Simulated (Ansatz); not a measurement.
**H2NO (SMILES N[O]) at UCCSD/STO-3G**

Aim: the energy change on altering one bond length of H2NO at UCCSD/STO-3G, from 2 runs. 

The results are computed with Ansatz 0.2.0.

54 further runs of the same task are left out: 4 that didn't finish, 50 set aside as unsound or not needed.

## (1) Starting point

H2NO has 4 atoms, charge 0, and is taken as a doublet. As SMILES, `N[O]`. The shape is that of a GFN2-xTB optimisation.

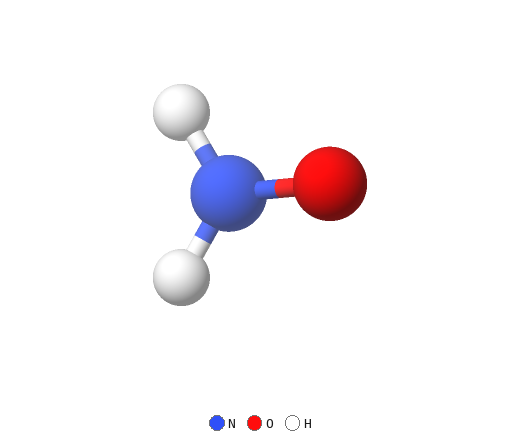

Viewed from a chosen angle; nitrogen blue, oxygen red, hydrogen white.

## (2) The energy at UCCSD/STO-3G

Input file input.yaml:

```yaml
basis:
  gaussian: {orbitals: STO-3G}
crystal:
  periodic: [false, false, false]
  atoms:
    - {symbol: "N", position_ang: [-0.015110, 0.041110, -0.107550]}
    - {symbol: O, position_ang: [0.804330, 0.357230, 0.819800]}
    - {symbol: H, position_ang: [-0.968410, 0.390510, -0.050090]}
    - {symbol: H, position_ang: [0.179190, -0.788850, -0.662160]}
magnetization: {spin_polarized: true, initial_magnetization: 1}
correlation: {method: ccsd, frozen_orbitals: {H: 0, "N": 1, O: 1}}
accuracy: high
scf: {omitted_lower_state_checks: [cluster_reference, increment]}
```

Run with:

```console
$ ansatz run input.yaml --threads 1 --pin off --max-ram 2610MiB --events-out events.jsonl --progress --plain --runs-dir runs
```

Log (excerpt; [...] marks lines left out):

```text
Warning: RAYON_NUM_THREADS=1 ignored (pool sized by the plan → 1); use --threads N
Functional definition: HF
  name "HF"
[...]
188 factors; integrals over basis functions are off by at most 1.2e-8 eV
[...]
mean field -3501.40944769 eV, -128.6744238621 hartree, gradient 1.6e-8 eV, S^2 0.752030; 2 other end points of the search recorded, 0 dependent functions left out
2 core orbitals not correlated: weight in the atoms' cores, before any rotation towards them, 1.000 or more for the frozen orbitals, at most 0.000 for the correlated occupied ones
reference -3501.40944769 eV, -128.6744238621 hartree; 7, 6 occupied and 3, 4 virtual orbitals, 188 factors
second order -1.74159180 eV of doubles, -0.00000000 eV of singles
cycle   1  -2.11257412 eV  change   -3.7e-1 eV  update   5.5e-2
[...]
cycle  21  -2.38040242 eV  change  -4.1e-10 eV  update  8.6e-10
Total energy: -3503.78985011 eV, -128.7619020376 hartree
Checks for a lower state left out: cluster_reference, increment
```

It took 0.12 s on 1 thread of Arm Neoverse V2, shared host.

## (3) The distorted shape

Input file run.yaml:

```yaml
crystal:
  periodic: [false, false, false]
  atoms:
    - {symbol: N, position_ang: [-0.219986, -0.037926, -0.339406]}
    - {symbol: O, position_ang: [0.804330, 0.357230, 0.819800]}
    - {symbol: H, position_ang: [-1.173286, 0.311474, -0.281946]}
    - {symbol: H, position_ang: [-0.025686, -0.867886, -0.894016]}
basis:
  gaussian:
    orbitals: STO-3G
total_charge: 0
magnetization:
  spin_polarized: true
  initial_magnetization: 1
correlation:
  method: ccsd
  frozen_orbitals: {H: 0, "N": 1, O: 1}
accuracy: high
scf:
  omitted_lower_state_checks: [cluster_reference, increment]
```

Run with:

```console
$ ansatz run run.yaml --threads 1 --pin off --max-ram 2610MiB --events-out events.jsonl --progress --plain --runs-dir runs
```

Log (excerpt; [...] marks lines left out):

```text
Warning: RAYON_NUM_THREADS=1 ignored (pool sized by the plan → 1); use --threads N
[... 2 set-up lines as earlier in the session ...]
[...]
186 factors; integrals over basis functions are off by at most 3.4e-8 eV
[...]
mean field -3500.33391484 eV, -128.6348987587 hartree, gradient 1.8e-8 eV, S^2 0.844956; 7 other end points of the search recorded, 0 dependent functions left out
2 core orbitals not correlated: weight in the atoms' cores, before any rotation towards them, 1.000 or more for the frozen orbitals, at most 0.000 for the correlated occupied ones
reference -3500.33391484 eV, -128.6348987587 hartree; 7, 6 occupied and 3, 4 virtual orbitals, 186 factors
second order -1.75976073 eV of doubles, -0.00000000 eV of singles
cycle   1  -2.21949841 eV  change   -4.6e-1 eV  update   7.4e-2
[...]
cycle  31  -2.77451289 eV  change  -6.9e-11 eV  update   1.0e-9
Total energy: -3503.10842772 eV, -128.7368602266 hartree
Checks for a lower state left out: cluster_reference, increment
```

It took 0.16 s on 1 thread of Arm Neoverse V2, shared host.

## (4) What came out

Level: UCCSD/STO-3G, 2 core orbitals frozen.

```
                                                         quantity          value
                                        first shape: total energy  -128.76190 Eh
         first shape: correlation energy (2 core orbitals frozen)      -87.5 mEh
                   first shape: ⟨S²⟩ of the reference determinant          0.752
                                       first shape: T1 diagnostic          0.022
                                    distorted shape: total energy  -128.73686 Eh
     distorted shape: correlation energy (2 core orbitals frozen)     -102.0 mEh
               distorted shape: ⟨S²⟩ of the reference determinant          0.845
                                   distorted shape: T1 diagnostic          0.044
energy change with the N1–O2 bond stretched from 1.277 to 1.597 Å       0.681 eV
```

What this shows: With the N1–O2 bond stretched from 1.277 to 1.597 Å the energy rises by 0.68 eV (15.7 kcal/mol). The first shape isn't relaxed at this level, so the change isn't measured from a minimum. The minimal basis adds a large error of its own.
